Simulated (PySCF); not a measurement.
**Run report: C₃H₁₀N₂Si, excited-state calculation**

- system: C₃H₁₀N₂Si
- method: TDDFT PBE0/def2-SVPD, vertical, gas phase, core orbitals frozen in the response (PySCF 2.14.0)

The geometry comes from this level: GFN2-xTB.

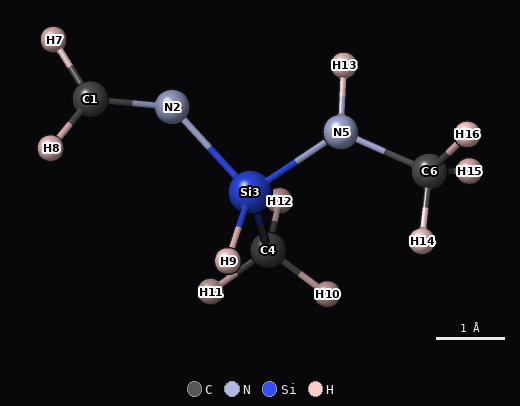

The input geometry (ball-and-stick view, seen at a tilt; atoms are numbered from 1 in the order of the input). Bond lengths as drawn: C–H 1.09 to 1.10 Å, C–N 1.24 to 1.44 Å, C–Si 1.91 Å, H–N 1.01 Å, H–Si 1.47 Å and N–Si 1.72 to 1.73 Å.

**Input**
```
{"job": {"kind": "uv", "xc": "PBE0", "basis": "def2-SVPD", "nstates": 6, "ntriplets": 2}, "charge": 0, "multiplicity": 1}
C      2.619783    -1.244164    -0.320838
N      1.436800    -0.889680    -0.473780
Si     0.381010     0.092954     0.484215
C      0.249951     1.748127    -0.450785
N     -1.045141    -0.867188     0.531288
C     -2.308617    -0.361955     1.004962
H      3.104100    -1.838242    -1.093514
H      3.239977    -1.008174     0.549748
H      0.752033     0.350992     1.884648
H     -0.567074     2.343757    -0.054235
H      1.157832     2.337778    -0.367561
H      0.058158     1.587504    -1.508029
H     -1.161599    -1.562980    -0.189295
H     -2.126920     0.310388     1.840488
H     -2.859063     0.193471     0.235899
H     -2.938829    -1.183644     1.351570
```

The first line tells a small driver script what to run in PySCF; the rest is the geometry in Å.

Launched with:
```bash
OMP_NUM_THREADS=1 python <driver script> task.json out
```

**The program's output**
```
coarse grid: 13208 points
cycle   1  E = -518.5733525308  dE =  4.527e-01  |g| = 5.538e-01  |ddm| = 5.430e+00
cycle   2  E = -518.4766903287  dE =  9.666e-02  |g| = 8.503e-01  |ddm| = 2.201e+00
cycle   3  E = -518.6447421767  dE = -1.681e-01  |g| = 1.367e-01  |ddm| = 1.418e+00
cycle   4  E = -518.6488372031  dE = -4.095e-03  |g| = 3.839e-02  |ddm| = 2.109e-01
cycle   5  E = -518.6491397612  dE = -3.026e-04  |g| = 1.238e-02  |ddm| = 6.079e-02
cycle   6  E = -518.6491728060  dE = -3.304e-05  |g| = 3.148e-03  |ddm| = 1.868e-02
cycle   7  E = -518.6491750820  dE = -2.276e-06  |g| = 5.379e-04  |ddm| = 6.324e-03
final grid: 121256 points
cycle   8  E = -518.7093371326  dE = -2.757e-05  |g| = 7.796e-03  |ddm| = 8.515e-02
cycle   9  E = -518.7093308874  dE =  6.245e-06  |g| = 9.388e-03  |ddm| = 2.410e-02
cycle  10  E = -518.7093521773  dE = -2.129e-05  |g| = 1.369e-03  |ddm| = 1.304e-02
cycle  11  E = -518.7093525919  dE = -4.146e-07  |g| = 2.638e-04  |ddm| = 1.930e-03
cycle  12  E = -518.7093526055  dE = -1.357e-08  |g| = 1.070e-04  |ddm| = 5.478e-04
cycle  13  E = -518.7093526080  dE = -2.475e-09  |g| = 2.603e-05  |ddm| = 1.676e-04
cycle  14  E = -518.7093526081  dE = -1.523e-10  |g| = 6.052e-06  |ddm| = 5.904e-05
```

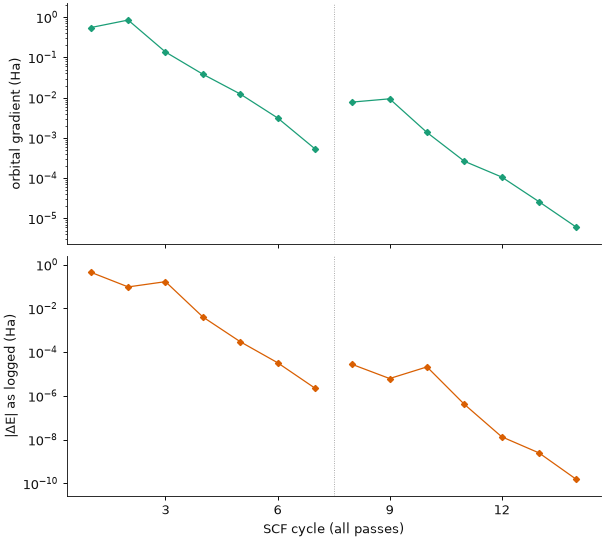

Convergence of the self-consistent field: orbital gradient and size of the energy change against the SCF cycle. The dotted line marks the change from a coarse to the final integration grid. The first 7 cycles use a coarse grid, the final grid takes over at cycle 8, and the field converges after 14 cycles in all.

```
converged SCF energy = -518.7093526081

Static polarisability (au): isotropic 79.680, principal 68.275 73.303 97.464

Singlet excitations
state   eV       nm        f      main configurations
  1   4.0719    304.5   0.00008   H-1->L 0.84, H->L 0.15
  2   4.7497    261.0   0.00256   H->L 0.84, H-1->L 0.15
  3   5.9037    210.0   0.00587   H->L+1 0.92
  4   6.3639    194.8   0.00548   H->L+2 0.83, H-1->L+2 0.09
  5   6.5780    188.5   0.02075   H-1->L+2 0.78, H-1->L+1 0.09
  6   6.8195    181.8   0.01029   H->L+3 0.63, H-1->L+1 0.22

Triplet excitations (Tamm-Dancoff, eV): 3.4173 4.6570
```

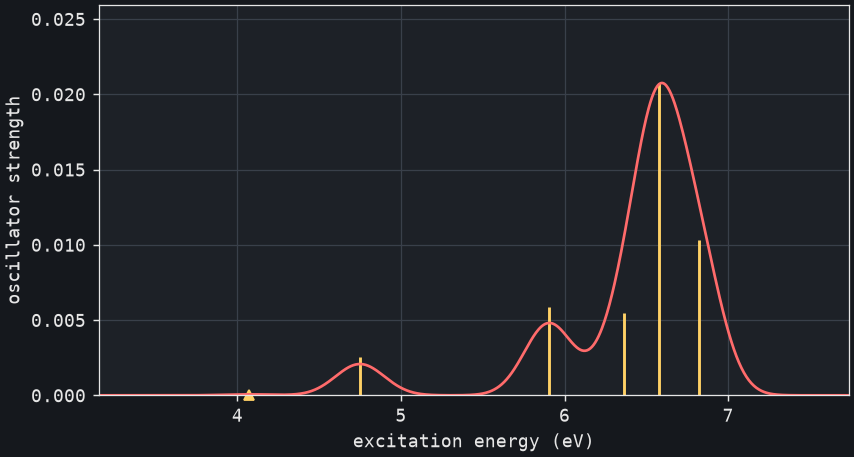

Computed excitations as sticks (degenerate states added up, dark ones marked on the axis), with a Gaussian envelope of 0.35 eV full width at half maximum, scaled to the tallest. Of the 6 states the lowest lies at 4.07 eV (f = 0.000); the strongest line is at 6.58 eV, or 188 nm (f = 0.021).

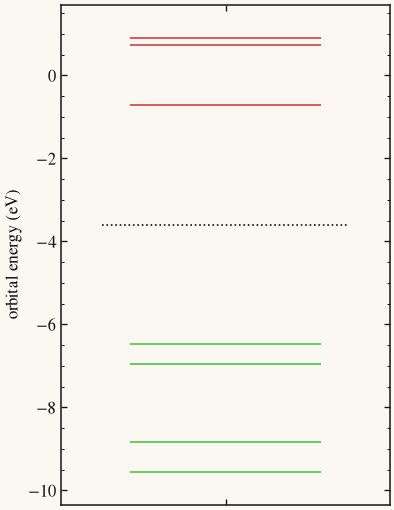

Orbital energies near the frontier; the dotted line parts filled from empty levels, and levels within 0.02 eV of each other stand side by side. Highest filled −6.48 eV, lowest empty −0.72 eV, 5.76 eV apart.

**Key numbers**

```tsv
quantity	value
outcome	converged
total energy	−518.709353 hartree
HOMO	−6.48 eV
LUMO	−0.72 eV
dipole moment	0.38 D
mean polarisability	79.68 a.u.
lowest singlet excitation	4.07 eV
hardware	1 CPU thread, shared host
wall time	41 s
peak memory	0.85 GiB
```
